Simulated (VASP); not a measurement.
Band structure of Zr₂Ir (space group I4/mcm). Method: PBEsol GGA, VASP's PBE PAW potentials (set 64) (plane waves; VASP 6.6.1).

Unless said otherwise, spin-orbit coupling is left out, though it shifts the bands of the heavy elements here.

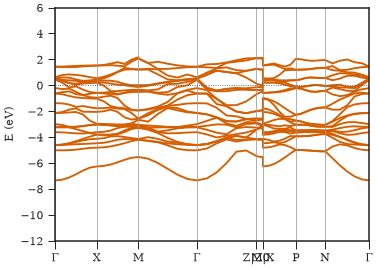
*Bands along high-symmetry lines, zero at the valence-band maximum or, without a gap, the Fermi level*

### Question
Read the plot: is there a gap, and where are the band edges?

### Answer
It has no gap at this level: it comes out as a metal or semimetal.

The structure comes from a computed database's Zr2Ir entry (I4/mcm); how it stands against other phases isn't given here. The cell was not relaxed at this level.
